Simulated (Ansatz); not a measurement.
```xyz
9

Si   -0.5746    0.0994    0.2804
F     1.6310   -2.1038    0.1339
H    -1.2097   -1.0885   -0.3350
H    -0.3122   -0.0266    1.7299
O    -1.5048    1.4661    0.1304
H     1.5755   -1.2662   -0.2957
O     0.8775    0.2643   -0.5766
H    -1.9141    1.6346   -0.7273
H     1.4312    1.0206   -0.3401
```

Level of theory: RKS B3LYP-D4/def2-SVP in Ansatz 0.2.0.

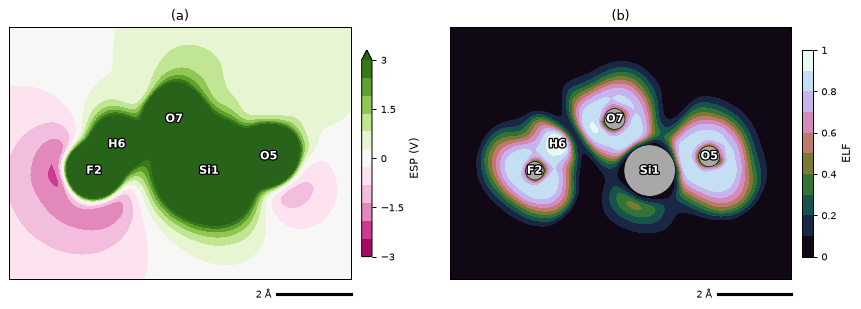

H4O2Si···HF. (a) molecular electrostatic potential; (b) ELF on the plane of atoms O5, Si1 and O7. Grey discs cover the atomic cores in the ELF map.

Q: Describe what can be read from this map.

A: The section cuts through Si, F, O and H sites. O7···H6 (1.71 Å): the ELF dips to about 0.15 between them (a closed-shell contact with the geometry of a hydrogen bond). Si–O (1.66 Å): the ELF peaks at about 0.90 between the atoms; a polar covalent bond. F–H (0.94 Å): the ELF climbs to about 1 towards the hydrogen, as it does in any bond to H (an ordinary covalent bond to hydrogen). The ELF also peaks beside F2 and O5, away from the bonds: lone-pair regions. Outside the dense part of the complex the potential is most negative (−2.0 V) near F2.
